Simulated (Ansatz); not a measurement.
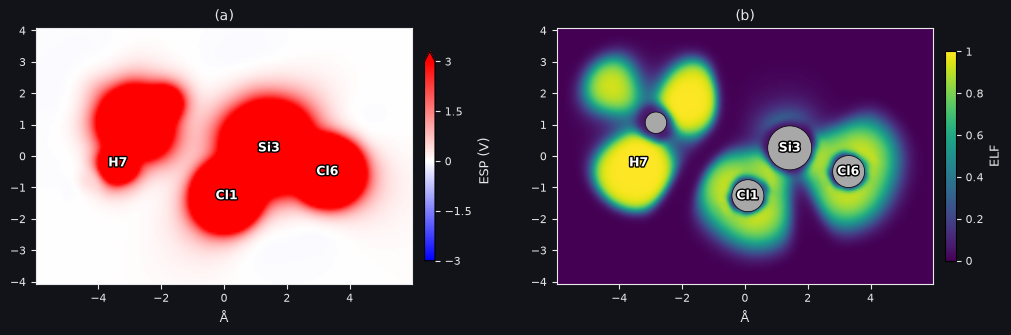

Cl4Si···H3Si (doublet). (a) molecular electrostatic potential; (b) ELF on the plane of atoms Cl1, Si3 and Cl6. Grey discs cover the atomic cores in the ELF map.

The product side of a reaction path; geometry: PBE0-D4/def2-TZVP.

Computed with UKS PBE0-D4/def2-TZVPP in Ansatz.

```csv
atom,x (Å),y (Å),z (Å)
Cl,-1.8038,-0.2929,0.8549
Si,1.4916,-1.8364,-0.2030
Si,-1.1792,1.5796,0.4110
Cl,0.6123,1.9177,1.2828
Cl,-1.0054,1.7743,-1.5928
Cl,-2.5285,2.9155,1.1039
H,0.4694,-2.9144,-0.1730
H,1.1079,-0.7617,-1.1547
H,2.8356,-2.3815,-0.5294
```

Question: Describe what can be read from this map.

Answer: The plane passes through Cl, Si and H nuclei. Si–Cl (2.02 Å): the ELF peaks at about 0.90 between the atoms: a polar covalent bond. The ELF also peaks beside Cl1 and Cl6, away from the bonds: non-bonding electrons, paired or unpaired. The potential has no marked negative region in this plane.
